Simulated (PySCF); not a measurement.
**PtN₂: structure of the triplet**

The task is one start of a wider search on PtN₂: the triplet, from a end-on start. It is relaxed, tested by its Hessian and followed downhill if it is a saddle.

The runs use PySCF 2.14.0; PBE0, basis Pt def2-TZVP with ECP60, N def2-TZVP, scalar-relativistic core potentials, no spin–orbit coupling, density fitting.

## Step 1: The system as given

3 atoms, charge 0, spin multiplicity 3.

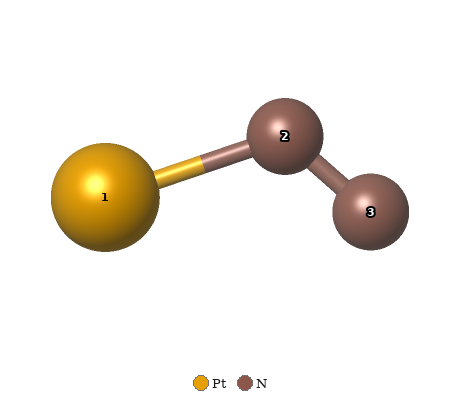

As it starts; platinum amber, nitrogen brown; atoms are numbered from 1 in the order of the file.

```xyz
3
charge 0 multiplicity 3
Pt    0.0000    0.0000    0.0000
N     0.0000    0.0000    1.9982
N     1.0440    0.0000    2.5982
```

## Step 2: The SCF at the typed geometry

The steps below are one call of a driver around PySCF. For each, scf.py gives the equivalent set-up of the SCF; relaxations use the driver's own optimiser. After this first run the driver tries any further starts and a stability analysis.

scf.py reads:

```python
from pyscf import gto, scf, dft
mol = gto.M(atom='''
Pt     0.000000     0.000000     0.000000
N      0.000000     0.000000     1.998200
N      1.044000     0.000000     2.598200''',
    basis={'Pt': 'def2-TZVP', 'N': 'def2-TZVP'},
    ecp={'Pt': 'def2-TZVP'},
    charge=0, spin=2)
mf = dft.UKS(mol, xc='PBE0')
mf.grids.atom_grid = (50, 194)
aux = {'Pt': 'def2-universal-JKFIT', 'N': 'def2-universal-JKFIT'}
mf = mf.density_fit(auxbasis=aux)
mf.conv_tol = 1e-08
mf.diis_space = 10
mf.max_cycle = 60
mf.init_guess = 'minao'
mf.verbose = 4
mf.kernel()
```

Started as:

```bash
> OMP_NUM_THREADS=2 python axn.py task.json out
```

The runs that follow: Relaxing the triplet from the end-on start; Frequencies.

What does the calculation give? Wanted: minimum; geometry; wavenumbers; dipole moment; highest occupied, lowest empty level; polar-tensor charge of Pt1; zero-point energy; atomisation energy; ⟨S²⟩.

The runs gave:

| quantity | value |
| --- | --- |
| minimum | triplet, Cs |
| geometry | N–N 1.097 Å, Pt–N 2.094 Å; N–N–Pt 164.3° |
| wavenumbers (cm⁻¹) | 112 (a'), 223 (a'), 2372 (a') |
| dipole moment | 1.47 D |
| highest occupied, lowest empty level (either spin) | -5.70, -3.91 eV |
| polar-tensor charge of Pt1 | -0.15 e |
| zero-point energy | 16.2 kJ/mol |
| entropy at 298.15 K | 294.5 J/(mol K) |
| atomisation energy (no zero-point energy) | 960 kJ/mol |
| ⟨S²⟩ | 2.005 |

The end-on start keeps its Cs symmetry and ends in a minimum. In the infrared the band at 2372 cm⁻¹ (a') leads. Most of the spin sits on Pt1 (Mulliken spin 1.97, against 2 for the whole molecule). Only this shape and spin were tried, so other structures or states may lie lower. Open d and f shells are described by one determinant, and the ground state may have another occupation or spin. Spin–orbit coupling, left out here, can matter for elements this heavy.
